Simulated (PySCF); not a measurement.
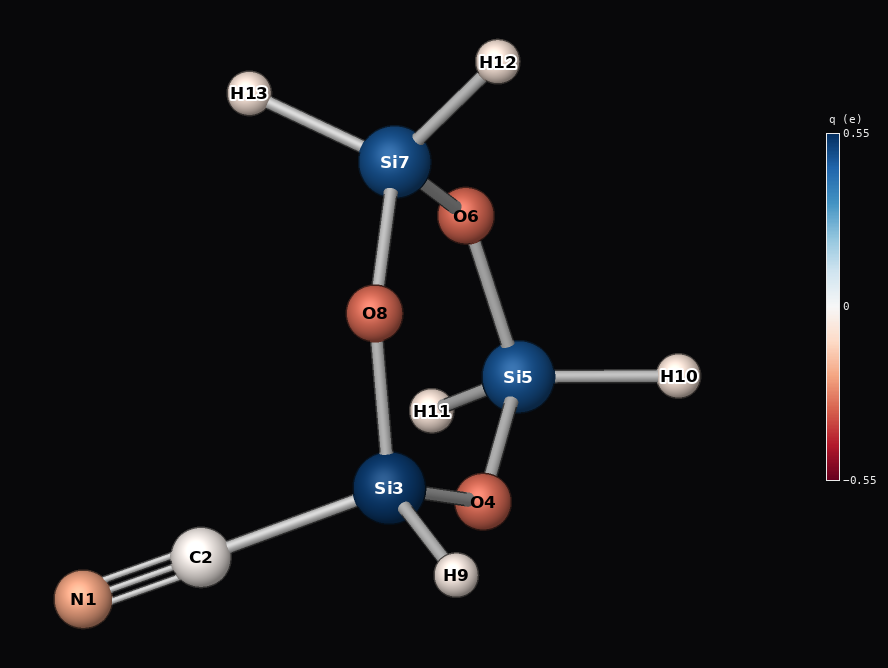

Atoms are coloured by their Hirshfeld charges. Computed geometry: PBE0-D3(BJ)/def2-SVP optimisation. No frequency run is at hand to confirm it as a minimum. Method: PBE0/pcSseg-1 in chloroform (IEF-PCM) (PySCF 2.14.0).

Which atom carries the highest charge (most positive or least negative)?

Answer. Si3 (0.53 e).

And the lowest?

Answer. O6 (−0.32 e).

Give the Hirshfeld charges atom by atom.

```csv
atom,value (e)
N1,−0.22
C2,−0.02
Si3,0.53
O4,−0.31
Si5,0.48
O6,−0.32
Si7,0.48
O8,−0.31
H9,−0.05
H10,−0.07
H11,−0.07
H12,−0.07
H13,−0.07
```
